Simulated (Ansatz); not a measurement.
# Formation energy and levels of the hydrogen interstitial H_i (bond centre, by S) in La2PbS4 (I-42d)

Charge states of H_i (bond centre, by S) in La2PbS4 (I-42d), set against the band edges. Model: a cell of 56 host atoms with 1 H put in.

Program: Ansatz 0.2.0. Level of theory: place-levels on PBEsol runs: charge-transition levels and formation energies with image-charge correction and potential alignment at the atomic sites. Results are calculated unless marked as measured.

### 1. Starting point

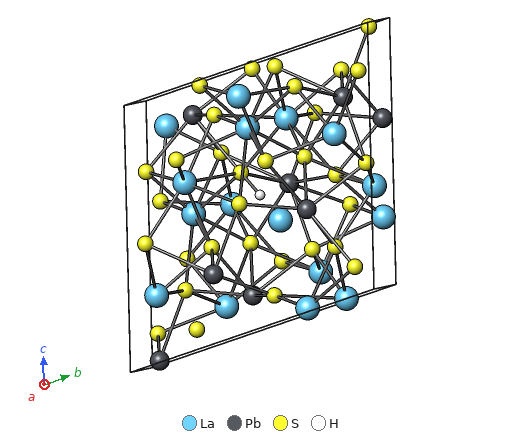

The starting structure, seen slightly off an axis (lanthanum blue, lead dark grey, sulfur yellow, hydrogen white). Bonds to atoms that aren't drawn are left out.

The cell holds 57 atoms: 16 La, 8 Pb, 32 S and 1 H. Its edges and angles: a = 12.256 Å, b = 12.256 Å, c = 12.285 Å, α = 59.9°, β = 59.9°, γ = 60.2°. It derives from La2PbS4 (space group I-42d). Nearest the centre at fractional (0.425, 0.532, 0.365): H57 at 0.00 Å, S42 at 1.37 Å, La7 at 1.52 Å, S39 at 2.81 Å, S29 at 3.14 Å, La9 at 3.21 Å, Pb17 at 3.22 Å, S27 at 3.28 Å.

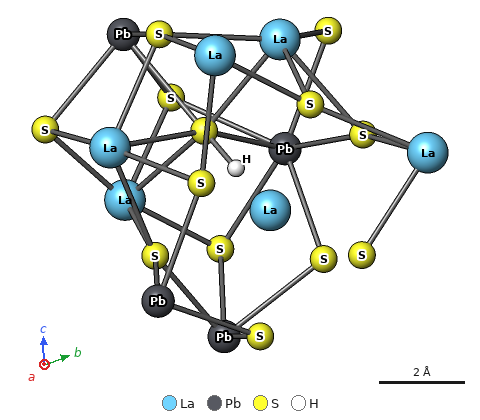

The atoms within 5 Å of the centre.

The host's dielectric constants go in as inputs: (9.97, 9.97, 9.65) for the electrons alone, (38.65, 38.65, 35.03) with the ions, from a response run on this crystal (DFPT, PBEsol) at that run's own cell.

The cell's shortest repeat is 12.3 Å.

### 2. Charge states

Levels follow from differences of total energies between charge states, each relaxed by itself.

Each atom starts 0.05 Å or so off its site in a random direction. Forces are taken at one point at (¼, ¼, ¼). The cell holds 1 electron more than the neutral one, with a uniform background that keeps it neutral on the whole.

The sampling was tested on the host first: at the k-points planned (1x1x1 shifted 0.25 0.25 0.25) its energy lies -0.003 eV an atom from the dense-mesh value, under the bound of 0.02 eV set for this test; that bounds the host's error, not the defect's.

One of the inputs; charge, spin and start change from state to state.

Contents of qm1.relax/input.yaml:

```yaml
crystal:
  lattice:
    - [0.0, 8.68700355, 8.64614056]
    - [8.68700355, 0.0, 8.64614056]
    - [8.68700355, 8.68700355, 0.0]
  atoms:
    - { symbol: La, position: [0.1200609, 0.0049391, 0.1299391] }
    - { symbol: La, position: [0.3700609, 0.2549391, 0.3799391] }
    - { symbol: La, position: [0.6200609, 0.5049391, 0.6299391] }
    - { symbol: La, position: [0.8700609, 0.7549391, 0.8799391] }
    - { symbol: La, position: [0.0049391, 0.1200609, 0.7450609] }
    - { symbol: La, position: [0.2549391, 0.3700609, 0.9950609] }
    - { symbol: La, position: [0.5049391, 0.6200609, 0.2450609] }
    - { symbol: La, position: [0.7549391, 0.8700609, 0.4950609] }
    - { symbol: La, position: [0.2450609, 0.6299391, 0.6200609] }
    - { symbol: La, position: [0.4950609, 0.8799391, 0.8700609] }
    - { symbol: La, position: [0.7450609, 0.1299391, 0.1200609] }
    - { symbol: La, position: [0.9950609, 0.3799391, 0.3700609] }
    - { symbol: La, position: [0.1299391, 0.7450609, 0.0049391] }
    - { symbol: La, position: [0.3799391, 0.9950609, 0.2549391] }
    - { symbol: La, position: [0.6299391, 0.2450609, 0.5049391] }
    - { symbol: La, position: [0.8799391, 0.4950609, 0.7549391] }
    - { symbol: Pb, position: [0.125, 0.625, 0.375] }
    - { symbol: Pb, position: [0.375, 0.875, 0.625] }
    - { symbol: Pb, position: [0.625, 0.125, 0.875] }
    - { symbol: Pb, position: [0.875, 0.375, 0.125] }
    - { symbol: Pb, position: [0.0, 0.0, 0.5] }
    - { symbol: Pb, position: [0.25, 0.25, 0.75] }
    - { symbol: Pb, position: [0.5, 0.5, 0.0] }
    - { symbol: Pb, position: [0.75, 0.75, 0.25] }
    - { symbol: S, position: [0.22082915, 0.97337449, 0.85559432] }
    - { symbol: S, position: [0.47082915, 0.22337449, 0.10559432] }
    - { symbol: S, position: [0.72082915, 0.47337449, 0.35559432] }
    - { symbol: S, position: [0.97082915, 0.72337449, 0.60559432] }
    - { symbol: S, position: [0.23059432, 0.82520204, 0.34582915] }
    - { symbol: S, position: [0.48059432, 0.07520204, 0.59582915] }
    - { symbol: S, position: [0.73059432, 0.32520204, 0.84582915] }
    - { symbol: S, position: [0.98059432, 0.57520204, 0.09582915] }
    - { symbol: S, position: [0.07520204, 0.48059432, 0.84837449] }
    - { symbol: S, position: [0.32520204, 0.73059432, 0.09837449] }
    - { symbol: S, position: [0.57520204, 0.98059432, 0.34837449] }
    - { symbol: S, position: [0.82520204, 0.23059432, 0.59837449] }
    - { symbol: S, position: [0.09837449, 0.84582915, 0.73059432] }
    - { symbol: S, position: [0.34837449, 0.09582915, 0.98059432] }
    - { symbol: S, position: [0.59837449, 0.34582915, 0.23059432] }
    - { symbol: S, position: [0.84837449, 0.59582915, 0.48059432] }
    - { symbol: S, position: [0.10559432, 0.20020204, 0.22337449] }
    - { symbol: S, position: [0.35559432, 0.45020204, 0.47337449] }
    - { symbol: S, position: [0.60559432, 0.70020204, 0.72337449] }
    - { symbol: S, position: [0.85559432, 0.95020204, 0.97337449] }
    - { symbol: S, position: [0.09582915, 0.34837449, 0.57520204] }
    - { symbol: S, position: [0.34582915, 0.59837449, 0.82520204] }
    - { symbol: S, position: [0.59582915, 0.84837449, 0.07520204] }
    - { symbol: S, position: [0.84582915, 0.09837449, 0.32520204] }
    - { symbol: S, position: [0.20020204, 0.10559432, 0.47082915] }
    - { symbol: S, position: [0.45020204, 0.35559432, 0.72082915] }
    - { symbol: S, position: [0.70020204, 0.60559432, 0.97082915] }
    - { symbol: S, position: [0.95020204, 0.85559432, 0.22082915] }
    - { symbol: S, position: [0.22337449, 0.47082915, 0.20020204] }
    - { symbol: S, position: [0.47337449, 0.72082915, 0.45020204] }
    - { symbol: S, position: [0.72337449, 0.97082915, 0.70020204] }
    - { symbol: S, position: [0.97337449, 0.22082915, 0.95020204] }
  supercell: [1, 1, 1]
  defects:
    - { interstitial: { symbol: H, position: [0.424819, 0.531865, 0.365391] } }
total_charge: -1
basis:
  ecutwfc: 420
  xc_grid: 2
hamiltonian:
  xc: pbesol
kpoints:
  mp_grid: { grid: [1, 1, 1], shift: [0.25, 0.25, 0.25] }
scf:
  occupations: { method: fixed }
  max_iter: 60
output:
  forces: true
  charged_corrections:
    epsilon: [9.97, 9.97, 9.65]
    static_epsilon: [38.65, 38.65, 35.03]
relax:
  f_tol: 0.02
  max_steps: 80
  random_displacement: { amplitude: 0.05, seed: 6372 }
checkpoint:
  write: "../qm1.relax.run"
  compress: false
  write_wavefunctions: true
  write_every: 100000
```

Run with:

```sh
ansatz run input.yaml --threads 4 --pin off --max-ram 14131MiB --backend cpu --events-out ev --progress --plain --runs-dir out
```

The relaxed structure is kept and the sampling changed to a 2×2×2 shifted mesh.

The run of this state that the levels use, under PBEsol:

Contents of qm1.point/input.yaml:

```yaml
crystal:
  checkpoint: "../qm1.relax.run"
  host: checkpoint
total_charge: -1
basis:
  ecutwfc: 420
  xc_grid: 2
hamiltonian:
  xc: pbesol
kpoints:
  mp_grid: { grid: [2, 2, 2], shift: [0.5, 0.5, 0.5] }
scf:
  occupations: { method: fermi_dirac, width: 0.01 }
  max_iter: 60
output:
  forces: true
  eigenvalues: true
  charged_corrections:
    epsilon: [9.97, 9.97, 9.65]
    static_epsilon: [38.65, 38.65, 35.03]
    defect_position: [0.424819, 0.531865, 0.365391]
  eigenstates: { localisation: true }
  populations: true
  band_densities: [{ bands: [v1, v1] }, { bands: [c1, c1] }]
  write_density: true
  write_potential: true
  volumetric_format: npy
checkpoint:
  read: "../qm1.relax.run"
  write: "../qm1.point.run"
  compress: false
  write_wavefunctions: false
  write_every: 100000
```

Relaxations under PBEsol at one point at (¼, ¼, ¼); times on 4 threads of Arm Neoverse V2, shared host:

```csv
charge,moment (μB),occupations,outcome,steps,largest displacement against the far atoms (Å),time
−1,0,fixed,converged,16,1.53,3.9 min
0,1,fixed,converged,13,1.27,6.8 min
+1,0,fixed,converged,19,2.44,4.4 min
```

Single points under PBEsol at a 2×2×2 shifted mesh; times on 4 threads of Arm Neoverse V2, shared host:

| charge | moment (μB) | occupations | outcome | time |
| --- | --- | --- | --- | --- |
| −1 | 0 | fermi-dirac | converged | 2.3 min |
| 0 | 1 | fermi-dirac | converged | 4.4 min |
| +1 | 0 | fermi-dirac | converged | 2.2 min |

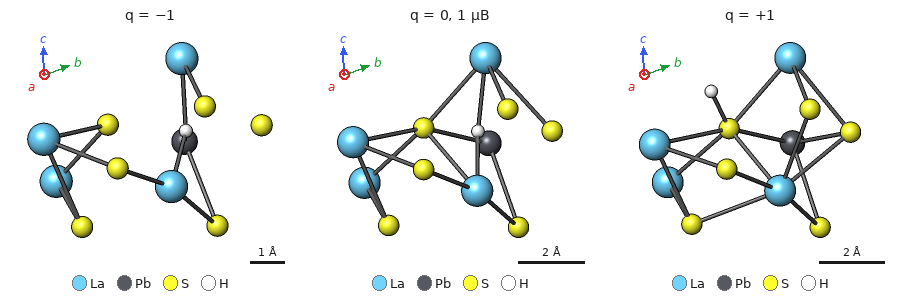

The structures near the centre after relaxation with PBEsol, by charge. Bonds to atoms that aren't drawn are left out.

Distances (Å) from H57 to the nearest atoms after relaxation with PBEsol:

```csv
charge,moment (μB),1.,2.,3.,4.,5.,6.
−1,0,La 2.21,La 2.23,Pb 2.26,S 2.26,S 2.32,S 3.09
0,1,S 1.68,S 2.27,La 2.27,La 2.33,Pb 2.64,S 3.13
+1,0,S 1.59,S 1.61,La 2.65,La 2.67,Pb 2.81,S 3.60
```

### 3. Placing the levels, PBEsol

A charged cell interacts with its images and the background, and its potential has another zero than the host's. place-levels removes the first by a point-charge model, screened by the static dielectric constant since the ions have relaxed around the charge, and the second by comparing potentials at atoms far from the defect.

The host is a run of the defect-free crystal in the same cutoffs, grids and k-points, so that basis and sampling errors cancel in part in the differences. Its band edges come from a run of the primitive cell that searches the zone for them. Chemical potentials are energies per atom of H (H2 molecule), run with the same functional and cutoff.

Contents of levels.point.yaml:

```yaml
host:
  run: host.point.run
  levels_from: { run: edges.point.run }
states: [qm1.point.run, q0_M1.point.run, qp1.point.run]
geometry_from:
  qm1.point.run: qm1.relax.run
  q0_M1.point.run: q0_M1.relax.run
  qp1.point.run: qp1.relax.run
  host.point.run: host.relax.run
chemical_potentials:
  H:
    energy: -15.609288
    dataset: "<sha256 of the dataset>"
epsilon: [9.97, 9.97, 9.65]
static_epsilon: [38.65, 38.65, 35.03]
vertical:
  - { from: qm1.point.run, to: qm1.point_neutral.run }
  - { from: qp1.point.run, to: qp1.point_neutral.run }
```

Run with:

```sh
ansatz place-levels levels.point.yaml -- --threads 4 --pin off --max-ram 14131MiB
```

Numbers of over 12 decimals in the logs are rounded to 6 here.

Log:

```text
[... repeated set-up lines and file paths are left out, and long positions are rounded to six places ...]
(+1/0) 2.278 eV above the valence edge, in the conduction band; not on the lower envelope
(0/-1) 0.932 eV above the valence edge, 1.164 eV under the conduction edge; not on the lower envelope
(+1/-1) 1.605 eV above the valence edge, 0.491 eV under the conduction edge: charges between them are lowest nowhere
formation energy of charge +1: -0.382 eV with the Fermi level at the valence edge
formation energy of charge 0: +1.896 eV with the Fermi level at the valence edge
formation energy of charge -1: +2.828 eV with the Fermi level at the valence edge
vertical -1 to 0: no energy, since no alignment is typed
  the change from vertical[0].from (qm1.point.run) to vertical[0].to (qm1.point_neutral.run): by its potential at epsilon [9.97, 9.97, 9.65] it stands at 0.270 0.694 0.392, with an rms radius of about 3.8 Å (1.7 2.9 1.7 Å across the planes of the cell's [...]
vertical +1 to 0: no energy, since no alignment is typed
  the change from vertical[1].from (qp1.point.run) to vertical[1].to (qp1.point_neutral.run): by its potential at epsilon [9.97, 9.97, 9.65] it stands at 0.416 0.445 0.744, with an rms radius of about 7.0 Å (3.8 3.7 4.6 Å across the planes of the cell's [...]
  edges by pbesol of host.levels_from (edges.point.run), its mesh sampled to repeats of 37.56 Å (the valence edge +0.047 eV and the conduction edge -0.079 eV from those of the host's own run), gap 2.096 eV; the host is sampled to repeats of 24.51 Å
  the defect's cells are sampled to repeats of 24.51 Å, like sampling
  charge +1: -221059.9752 eV with its correction of +0.047 eV, at epsilon [38.65, 38.65, 35.03], aligned at sites: -0.0035 eV, mean over 16 atomic sites at or beyond 6.13 Å from the defect at [0.4248, 0.5319, 0.3654], with +0.000000 for the charge's moments [...]
  charge 0: +0.000 eV for its dipole among its images, +0.000 omitted
  charge -1: -221038.2763 eV with its correction of +0.026 eV, at epsilon [38.65, 38.65, 35.03], aligned at sites: +0.0245 eV, mean over 16 atomic sites at or beyond 6.13 Å from the defect at [0.4248, 0.5319, 0.3654], with +0.000000 for the charge's moments [...]
  of states[2] (qp1.point.run): how wide its charge is, is not read beside other atoms or cores, and a band state would take no correction. [...]
  of states[1] (q0_M1.point.run): its displacements don't fall off away from the defect: farther atoms stand 0.014 Å off the host's places. [...]
  of states[0] (qm1.point.run): it parts from the run at its places by a charge that spreads by about 2.9 Å along one vector (1.7 Å or more is wide), by its potential at epsilon [9.97, 9.97, 9.65], taken for that of held ions (one typed too small widens it), [...]
  of vertical[0].from (qm1.point.run): its displacements don't fall off away from the defect: farther atoms stand 0.052 Å off the host's places. [...]
  of vertical[0].to (qm1.point_neutral.run): its displacements don't fall off away from the defect: farther atoms stand 0.052 Å off the host's places. [...]
  of vertical[1].from (qp1.point.run): its displacements don't fall off away from the defect: farther atoms stand 0.019 Å off the host's places. [...]
  vertical[1].to (qp1.point_neutral.run): levels filled in part (TS 0.004 eV): its energy is of no whole electron's
  of vertical[1].to (qp1.point_neutral.run): its displacements don't fall off away from the defect: farther atoms stand 0.019 Å off the host's places. [...]
```

Elapsed: 0.28 s, on 4 threads of Arm Neoverse V2, shared host.

Levels between the charges placed, in eV above the valence top:

|  | gap (eV) | (+1/0) | (0/−1) |
| --- | --- | --- | --- |
| PBEsol | 2.10 | 2.28 | 0.93 |

Corrections by state:

| charge | moment (μB) | image terms and alignment (eV) | band filling (eV) | ε used | over the lowest of its charge, as the program ranks them, band filling apart (eV) |
| --- | --- | --- | --- | --- | --- |
| +1 | 0.0 | 0.047 | - | principal values (35.03, 38.65, 38.65) | 0.000 |
| 0 | 1.0 | 0.000 | - | - | 0.000 |
| −1 | 0.0 | 0.026 | - | principal values (35.03, 38.65, 38.65) | 0.000 |

The charged structures listed were also run neutral, and place-levels reads from each pair, by the potential or the spins, how wide the charge is by which they differ; that can be the carrier of either run.

| charge | rms radius (Å) | spread where it is widest against the cell (Å) | wide from (Å) | reading |
| --- | --- | --- | --- | --- |
| +1 | 7.0 | 4.57 | 1.73 | wide |
| −1 | 3.8 | 2.92 | 1.73 | wide |

The neutral runs of these pairs need not share the spin of the lowest neutral state, and very wide values only mean spread over the cell.

From the program's caveats on the states, each cut to its opening words:

- charge +1: how wide its charge is, is not read beside other atoms or cores, and a band state would take no correction
- charge +1: its displacements don't fall off away from the defect: farther atoms stand 0.019 Å off the host's places
- charge 0 (1 μB): its displacements don't fall off away from the defect: farther atoms stand 0.014 Å off the host's places
- charge −1: it parts from the run at its places by a charge that spreads by about 2.9 Å along one vector (1.7 Å or more is wide), by its potential at epsilon [9.97, 9.97, [...]
- charge −1: its displacements don't fall off away from the defect: farther atoms stand 0.052 Å off the host's places

Chemical potentials of the elements' reference phases, run alike. Formation energy by charge state (elemental references; gap 2.10 eV):

```csv
charge,at valence top (eV),at conduction bottom (eV),correction included (eV)
+1,-0.38,1.71,0.05
0,1.90,1.90,0.00
−1,2.83,0.73,0.03
```

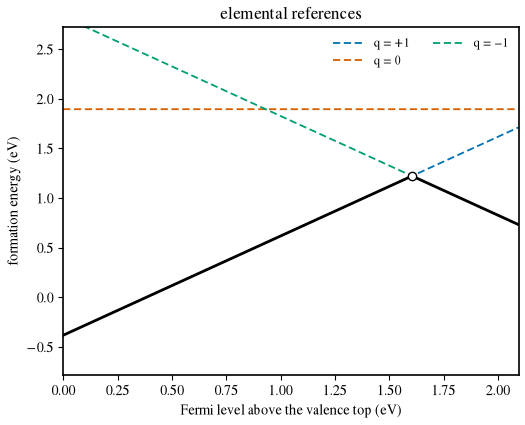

Formation energy against Fermi level; the thick line follows the lowest charge state and circles mark the transition levels.

### 4. Effect of the sampling

The relaxations' own energies give the levels at their sampling, for comparison.

Contents of levels.relax_mesh.yaml:

```yaml
host:
  run: host.relax.run
  levels_from: { run: edges.relax.run }
states: [qm1.relax.run, q0_M1.relax.run, qp1.relax.run]
chemical_potentials:
  H:
    energy: -15.609288
    dataset: "<sha256 of the dataset>"
```

Run with:

```sh
ansatz place-levels levels.relax_mesh.yaml -- --threads 4 --pin off --max-ram 14131MiB
```

Log:

```text
(+1/0) 2.285 eV above the valence edge, in the conduction band; not on the lower envelope
[...]
formation energy of charge +1: -0.391 eV with the Fermi level at the valence edge
formation energy of charge 0: +1.894 eV with the Fermi level at the valence edge
formation energy of charge -1: +2.813 eV with the Fermi level at the valence edge
  edges by pbesol of host.levels_from (edges.relax.run), its mesh sampled to repeats of 37.56 Å (the valence edge +0.062 eV and the conduction edge -0.160 eV from those of the host's own run), gap 2.096 eV; the host is sampled to repeats of 12.26 Å
[... the lines on each state left out ...]
```

Elapsed: 0.11 s, on 4 threads.

Levels between neighbouring charges, in eV above the valence top:

|  | gap (eV) | (+1/0) | (0/−1) |
| --- | --- | --- | --- |
| one point at (¼, ¼, ¼) | 2.10 | 2.28 | 0.92 |
| a 2×2×2 shifted mesh | 2.10 | 2.28 | 0.93 |

Going from one point at (¼, ¼, ¼) to a 2×2×2 shifted mesh moves the levels that carry no band-filling term by up to 0.01 eV and formation energies against the elements by up to 0.01 eV.

### 5. Results

```
gap of the host                                                             : 2.10 eV (PBEsol)
level (plus 1/0)                                                            : 2.28 eV above the valence top, past the conduction bottom, not a change between lowest states
level (0/minus 1)                                                           : 0.93 eV above the valence top, not a change between lowest states
level (plus 1/minus 1)                                                      : 1.61 eV above the valence top
lowest of the charges placed, just above the valence top (0.02 eV)          : +1
lowest of the charges placed, just below the conduction bottom (0.02 eV)    : −1
lowest formation energy at mid-gap of the charges run, elemental references : 0.67 eV
standing of these levels                                                    : doubtful, see below
```

Of the charges placed (−1, 0 and +1), the lowest changes at 1.61 eV (+1/−1) above the valence top, in a gap of 2.10 eV. A neutral run at a charged structure lies 0.13 eV below the neutral state placed. Unless it holds a band carrier, charge 0 isn't at its lowest here, and with that energy the steps would read (+1/0) 2.15 eV and (0/−1) 1.06 eV, which can change which charges are lowest. (+1/−1) passes over charge 0, which lies 0.67 eV above the two there; a lower structure or spin state of it, if missed, would change that. Charges above +1 and below −1 were not placed, so these runs say nothing of levels that involve them. States placed: +1 at 0 μB; 0 at 1 μB; −1 at 0 μB. Other spin states or structures, where not listed, weren't placed. At charge −1, 0 and +1 the atom put in ends up to 2.4 Å from its starting place, so the name tells the start alone and the levels can join different sites. H is taken at its element; compounds, which aren't counted here, bound the chemical potentials and would shift these formation energies. Going from one point at (¼, ¼, ¼) to a 2×2×2 shifted mesh moves the levels that carry no band-filling term by up to 0.01 eV and formation energies against the elements by up to 0.01 eV. What this leaves open: PBEsol makes the gap too small and tends to spread out bound carriers; spin–orbit coupling, which can matter with heavy atoms, is left out.

[Logs are printed without paths, hosts, clocks, repeated set-up lines and the standing remarks that a program may print on its own settings, such as how far it seeks lower states.]

[Hosts, paths, dates, database ids (printed as entryN), source tags and the programs' standing remarks are cut or masked in the printed files.]

[Where a table of states has a column of steps, it counts the stored structures, which are thinned; the runs took as many ionic steps or more.]

[A defect's name tells the site on which it was built; relaxed atoms can leave that site.]

[For some hosts the program warned that the k-mesh of the response run may be too coarse for force constants and the static dielectric constant; such warnings are not shown here.]
